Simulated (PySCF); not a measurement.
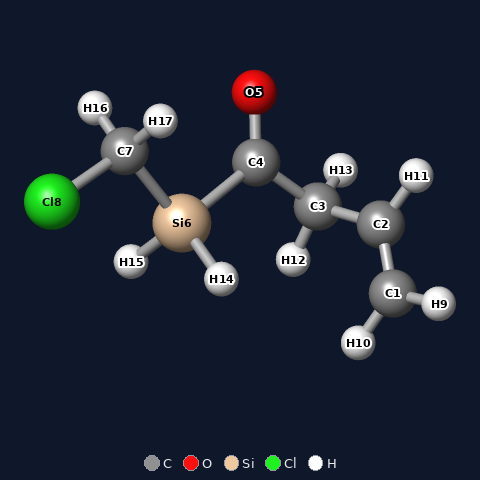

The molecule: C₅H₉ClOSi, SMILES C=CCC(=O)[SiH2]CCl.

Kohn-Sham orbital energies near the frontier, B3LYP/def2-SVPD, PySCF, at a GFN2-xTB geometry (no frequency check), isolated molecule; empty levels in grey, levels within 0.03 eV side by side.

Where do the frontier orbitals lie?

HOMO at −6.75 eV, LUMO at −1.87 eV, 4.88 eV apart.

On which atoms do HOMO and LUMO mostly sit?

HOMO: O5 42 %, C4 16 %, C3 11 %. LUMO: C4 33 %, O5 29 %, Si6 8 % (Löwdin shares).

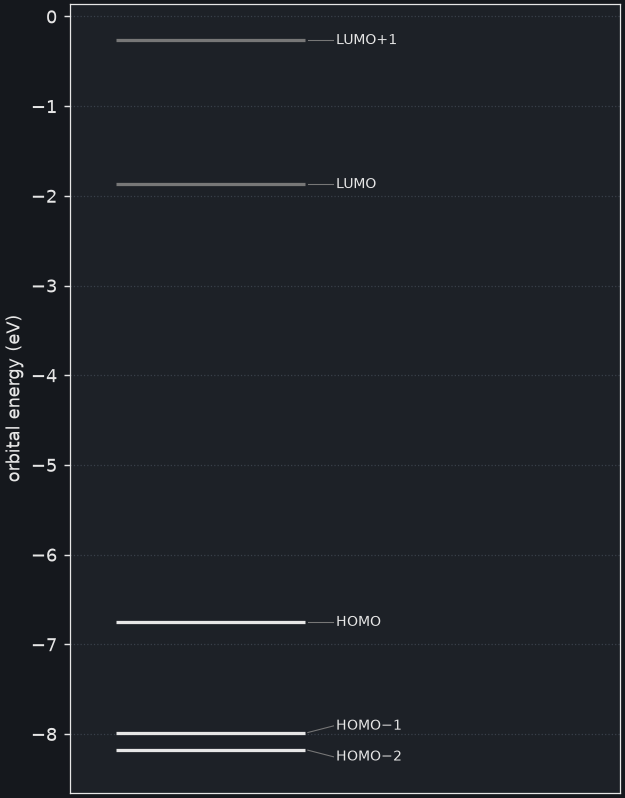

Note: the tight-binding geometry is rougher than a DFT one and adds to the error; one conformer of a flexible molecule.
